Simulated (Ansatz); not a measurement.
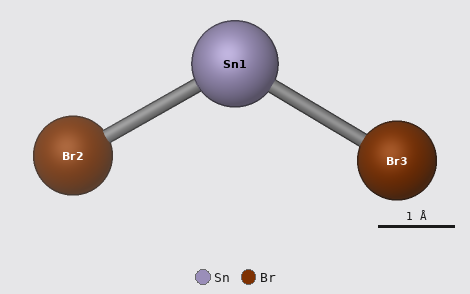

The structure as given in the input (ball-and-stick view, seen on its broad side; atoms are numbered from 1 in the order of the input). Sticks mark near contacts. Bond lengths as drawn: Br–Sn 2.51 Å.

**Run report: SnBr2, single-point calculation**

SnBr2, multiplicity 3, computed with UKS PBE0-D4/def2-TZVP (Ansatz 0.2.0).

The geometry comes from this level: r2SCAN-D4/def2-TZVP.

## Log
```
Functional definition: PBE0
  name "PBE0"
  cite "Adamo & Barone, J. Chem. Phys. 110, 6158 (1999) doi:10.1063/1.478522"
  cite "Perdew, Burke & Ernzerhof, Phys. Rev. Lett. 77, 3865 (1996) doi:10.1103/PhysRevLett.77.3865"
  parent pbe
  parameter a = 0.25
  parameter kappa = 0.804
  parameter beta = 0.06672455060314922
  exchange = (1 - a)*pbe_x(kappa = kappa, mu = beta*pi^2/3) + a*exact_x
  correlation = pbe_c(beta = beta)
these checks for a lower state are left out or cut short: starts
1132 factors; integrals over basis functions are off by at most 9.3e-4 eV
mean field evaluation 1: about -145908.0704 eV, gradient 1.2e2 eV
mean field evaluation 2: about -145908.8968 eV, gradient 2.5e0 eV
mean field evaluation 4: about -145908.9953 eV, gradient 2.4e-1 eV
mean field evaluation 8: about -145908.9958 eV, gradient 2.9e-5 eV
mean field -145908.99582375 eV, -5362.0566958534 hartree, gradient 2.9e-5 eV, S^2 2.006191; 0 other end points of the search recorded, 0 dependent functions left out
reference -145908.99585269 eV, -5362.0566969170 hartree; 47, 45 occupied and 99, 101 virtual orbitals, 1132 factors
Total energy: -145909.09198801 eV, -5362.0602298246 hartree
Checks for a lower state left out: starts
```

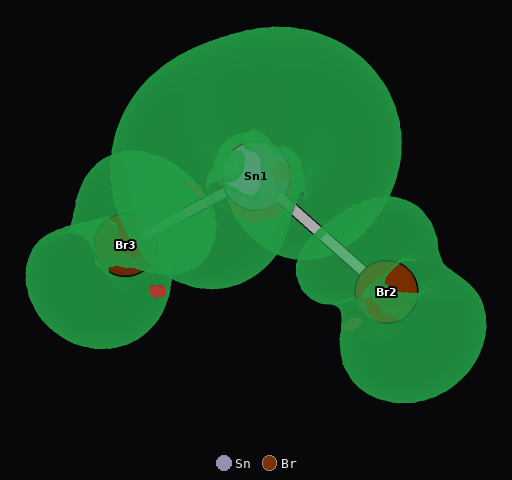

Isosurfaces of the spin density (α minus β) at +0.015 (green) and −0.015 e/Å³ (red), seen at an oblique angle. The unpaired spin (2 electrons) lies mostly on Sn1 (about 1.3), Br2 (about 0.3) and Br3 (about 0.3), in electrons by Hirshfeld's partition.

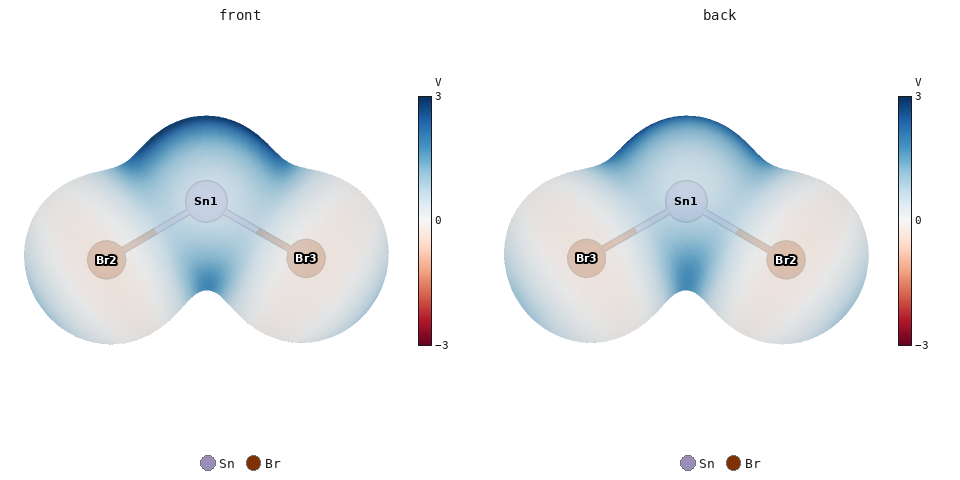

The molecular electrostatic potential painted on the density surface at 0.004 e/bohr³, seen face on and from behind; red is negative and blue positive.

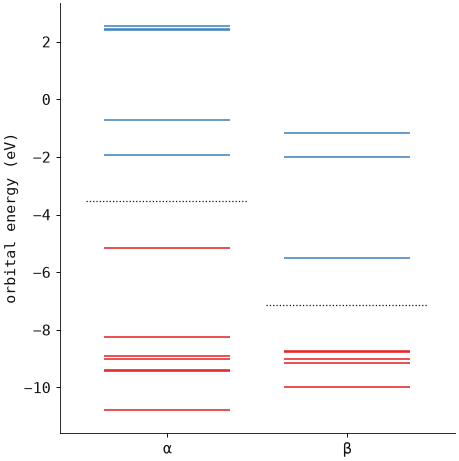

Orbital energies near the frontier for α and β spins; the dotted line parts filled from empty levels, and levels within 0.02 eV of each other stand side by side. α: highest filled −5.18 eV, lowest empty −1.92 eV, 3.26 eV apart; β: highest filled −8.74 eV, lowest empty −5.52 eV, 3.22 eV apart.

This output came from the following input.

## Input
```yaml
crystal:
  periodic: [false, false, false]
  atoms:
    - {symbol: Sn, position_ang: [-0.380215, 0.343094, 0.666900]}
    - {symbol: Br, position_ang: [0.226290, -2.088206, 0.673223]}
    - {symbol: Br, position_ang: [0.153925, 1.745103, -1.340124]}
basis:
  gaussian: {orbitals: def2-TZVP, initial_orbitals: start.molden}
magnetization: {spin_polarized: true, initial_magnetization: 2}
hamiltonian: {xc: pbe0, dispersion: d4}
scf: {omitted_lower_state_checks: [starts]}
output: {orbitals: {seedname: orbitals}}
```

Run as:
```bash
ansatz run in.yaml --threads 4 --pin off --events-out ev --progress --plain --max-ram 3916MiB
```

## Results in brief

- outcome: converged
- total energy: −145909.0920 eV
- mean-field energy: −145908.9959 eV
- dispersion energy: −0.0961 eV
- ⟨S²⟩: 2.006
- SCF solution under orbital rotations: stable
- HOMO (either spin): −5.18 eV
- LUMO (either spin): −5.52 eV
- hardware: 4 threads of Arm Neoverse V2, 23 GiB of memory available, shared host
- wall time: 4.5 s (CPU time 17 s)
- peak memory: 0.45 GiB
